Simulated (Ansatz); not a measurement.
## What 7 layers does to GaAs

The reference is GaAs in the zinc blende structure (space group F-43m, No. 216; a = 5.6667 Å). Axes: x, y, z lie along the cube axes.

Perturbation: a free-standing slab of 7 layers (14 atoms, 2 a layer) is cut normal to [110], with 15 Å of vacuum and the in-plane cell held at bulk.

The values are results of plane-wave PAW DFT at the r2SCAN level (Ansatz, an electronic-structure program, 500 eV), scalar-relativistic without spin-orbit coupling, not measurements. Settings: 8×6×1 k-points, 0.05 eV Fermi–Dirac smearing, for the changed cell.

The layer's space group (with vacuum) amounts to Pmm2 (No. 25) and the shortest interatomic distance falls by 0.036 Å (2.454 Å → 2.418 Å). The band gap rises by 0.11 eV, from 0.96 eV to 1.07 eV and the gap character amounts to indirect, Γ → X. The valence-band top at Γ (three highest levels, from the VBM) goes from 0.00, 0.00, 0.00 eV to 0.00, -0.19, -0.32 eV and the excess energy per area of both faces (slab less bulk energy over the cell's area: twice a surface energy) is 1.44 J/m². The thickness between the outermost nuclei amounts to 12.48 Å and the change of the spacing d12 from its bulk value of 2.003 Å is -7.1 %.

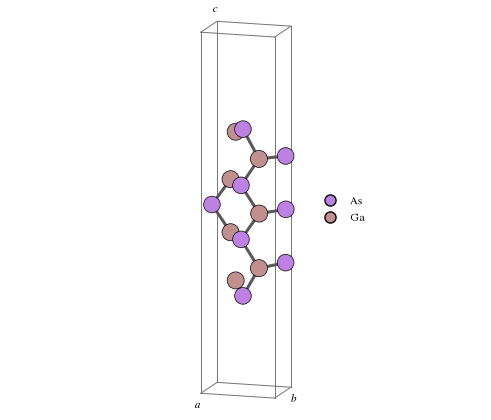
Figure: The relaxed cell after the change

The excess energy carries the mismatch between the slab's and the bulk's meshes. No phonon test of stability was made. k-point labels follow each cell's own Brillouin zone.
